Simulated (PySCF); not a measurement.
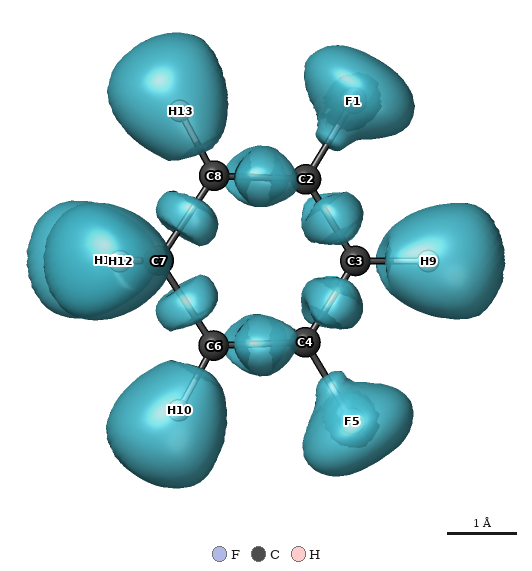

Figure 1: C$_{6}$H$_{5}$F$_{2}$ (SMILES FC1=CC(F)=CC[CH]1) (doublet). Isosurface of the electron localisation function at 0.75 (cyan), seen at a tilt. Core shells and regions of very low density are left out.

Geometry: GFN2-xTB.

All numbers below come from PySCF, UKS B3LYP, pcH-1 on C F H, non-relativistic, mean-field spin-orbit, GIAO.

```xyz
13

F    -0.0963    2.6683    0.7897
C    -0.0183    1.3768    0.4051
C     1.2559    0.8640    0.1281
C     1.3259   -0.4767   -0.2732
F     2.5488   -0.9784   -0.5461
C     0.2427   -1.2812   -0.4008
C    -1.1270   -0.7751   -0.1158
C    -1.1588    0.6512    0.3064
H     2.1386    1.4709    0.2193
H     0.3580   -2.3061   -0.7134
H    -1.7617   -0.9113   -1.0056
H    -1.5999   -1.4018    0.6569
H    -2.1123    1.0999    0.5316
```

Q: Describe the localisation domains.

A: The surface consists of six regions between bonded C–C atoms (shared pairs), five regions around hydrogen nuclei and two regions on F in which the atom's valence shell and bonds are merged. Profiles from the grid: C–F (1.35 Å): the ELF peaks at about 0.85 between the atoms (a shared but strongly polarised pair). C–C (1.36 Å): the ELF peaks at about 0.95 between the atoms, as expected for localised, covalent bonding.
